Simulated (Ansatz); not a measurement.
Errors in the atomisation enthalpy at 298 K

8 molecules holding an element past argon; the atomisation enthalpy at 298 K in kJ/mol, computed less measured. Shapes, held fixed at every level: PBE0-D4/def2-TZVP. Thermal terms are harmonic and unscaled (PBE0-D4/def2-TZVP); the spin-orbit lowering of the free atoms is taken from their spectra. Programs: Ansatz 0.2.0. Measured values: Active Thermochemical Tables, CRC Handbook of Chemistry and Physics.

Levels: A = B3LYP-D4/def2-TZVPP; B = wB97M-V/def2-TZVPP; C = CCSD/STO-3G; D = CCSD/def2-TZVPP.

| molecule | from tabulated heats | A | B | C | D |
| --- | --- | --- | --- | --- | --- |
| HBr (hydrogen bromide) | 366 | -7 | -7 | -12 | -12 |
| I2 (iodine) | 151 | -22 | -33 | -28 | -52 |
| H2Se (SMILES [SeH2]) | 633 | +14 | +8 | +41 | -6 |
| HOI (hypoiodous acid) | 635 | -19 | -21 | -227 | -67 |
| AsF3 (arsenic trifluoride) | 1326 | +13 | +21 | -636 | -83 |
| AsH3 (arsine) | 890 | +7 | -9 | +130 | -38 |
| CH3I (methyl iodide) | 1463 | -9 | -13 | +88 | -59 |
| GeH4 (SMILES [GeH4]) | 1153 | +17 | +11 | +419 | +10 |

(1) Sum up the errors.

## Answers

(1) 
```json
{"level": "B3LYP-D4/def2-TZVPP", "kind": "global hybrid", "mean error": "-0.8", "mean absolute error": "13.5", "worst case": "I2"}
{"level": "wB97M-V/def2-TZVPP", "kind": "range-separated hybrid", "mean error": "-5.4", "mean absolute error": "15.4", "worst case": "I2"}
{"level": "CCSD/STO-3G", "kind": "coupled cluster or CI", "mean error": "-28.1", "mean absolute error": "197.6", "worst case": "AsF3"}
{"level": "CCSD/def2-TZVPP", "kind": "coupled cluster or CI", "mean error": "-38.4", "mean absolute error": "40.9", "worst case": "AsF3"}
```

On this set B3LYP-D4/def2-TZVPP has the smallest mean absolute error and CCSD/STO-3G the largest. CCSD/def2-TZVPP is too low in 7 of 8. The heats of H2Se come from older tables and can be uncertain by 10 kJ/mol or more. The molecules' own spin-orbit binding is left out, so errors for heavy halides read too negative. Heats of the atoms come from ATcT where it has them. The levels differ in basis as well as in method. With so many references in doubt the order of the levels isn't settled. The tabulated value of AsF3 is in doubt (older tables, estimates, or at odds with other calculations) and kept here. Over the 7 molecules whose values aren't doubted the mean absolute errors are A 13.6; B 14.6; C 135.0; D 34.9. The smallest two are near a tie. Correlated wave functions converge slowly with the basis. CCSD also lacks the triples, which bind further. For atoms past krypton def2 sets carry core potentials with scalar relativity. All-electron rows are non-relativistic unless named. Relativity is left out for As, Br, Ge, Se. Outer-core shells of As, Br, Ge, I, Se are correlated, in sets that cover them unevenly. The set is small.

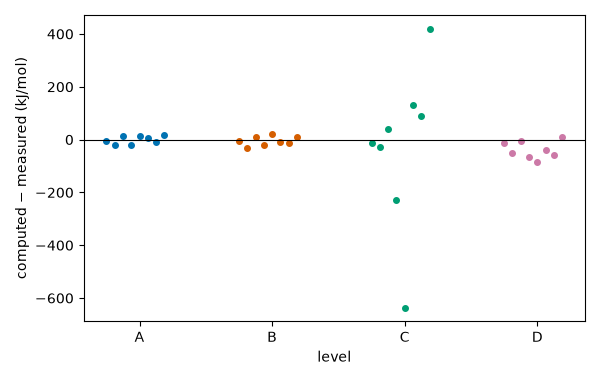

Errors of each level, one point a molecule.
